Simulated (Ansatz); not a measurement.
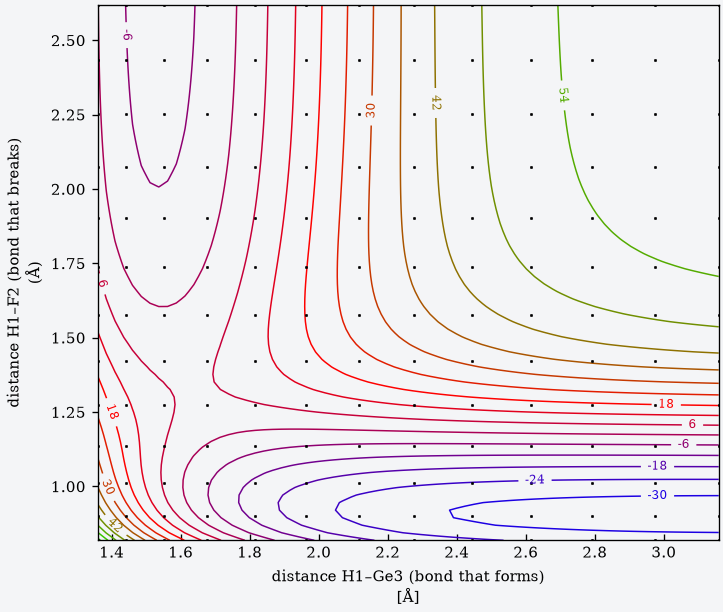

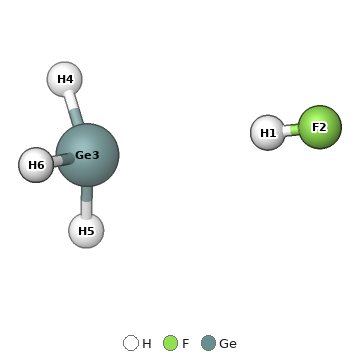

Energy landscape of the reacting system FGeH₄ (fragments FH + GeH₃ where the first distance is long, GeH₄ + F where the second is long), spin multiplicity 2. 
- First axis: distance H1–Ge3 (bond that forms). Second axis: distance H1–F2 (bond that breaks).
- Relaxed at each point: all other coordinates.
- Grid: 13 × 13 points.
- Points are written as (first, second).
- Energies: kcal/mol, counted from a guessed transition structure relaxed with its forming and breaking bonds held.
- In part of the range the unrestricted reference is strongly spin-contaminated.
- The calculation used UHF/def2-SVP (Ansatz 0.2.0).

In the figure: contour lines labelled in kcal/mol, dots at the grid points. Between grid points the surface is interpolated. The second picture is the structure at the lowest point.

Q: Summarise what can be read from the map.

A: The lowest grid point is at (3.159 Å, 0.900 Å), −33 kcal/mol from a guessed transition structure relaxed with its forming and breaking bonds held. It lies in a valley that leaves the map towards separated partners. The highest grid point, (1.359 Å, 0.819 Å), lies 101 kcal/mol above the lowest. On the interpolated surface the lowest path from the side where the first distance is long, (3.159 Å, 0.900 Å), to the side where the second distance is long, (1.551 Å, 2.619 Å), has its top at about (1.63 Å, 1.34 Å), about 38 kcal/mol above the start and 14 kcal/mol above the end.

The values on the grid:

```csv
"second ↓, first →",1.359,1.440,1.551,1.677,1.815,1.962,2.116,2.277,2.443,2.615,2.792,2.973,3.159
2.619,0,−6,−8,−5,3,14,27,39,47,52,56,58,59
2.433,0,−6,−8,−4,4,15,27,39,47,52,56,58,59
2.252,1,−5,−7,−4,4,15,27,39,47,52,55,57,59
2.075,2,−4,−6,−3,5,16,28,38,46,51,55,57,58
1.903,3,−3,−5,−2,6,17,28,38,45,50,54,56,57
1.737,6,0,−3,0,8,18,28,37,44,48,51,53,55
1.576,10,3,1,3,10,18,27,34,40,44,47,49,50
1.422,16,8,4,5,10,16,22,27,31,34,37,38,39
1.275,22,13,7,5,6,8,10,13,14,16,17,18,18
1.137,28,16,6,0,−4,−6,−7,−7,−7,−7,−7,−7,−6
1.011,35,20,5,−5,−13,−18,−21,−23,−24,−25,−25,−26,−26
0.900,48,30,11,−3,−13,−21,−25,−29,−31,−32,−33,−33,−33
0.819,68,48,27,10,−2,−11,−17,−21,−23,−25,−26,−26,−26
```

Each point was launched as `ansatz run input.yaml --threads 1 --pin off --max-ram 2560MiB --backend cpu --events-out ev --progress --plain --runs-dir out`. The whole map (169 points run) took 58 min on 1 thread of Arm Neoverse N1 (shared host).
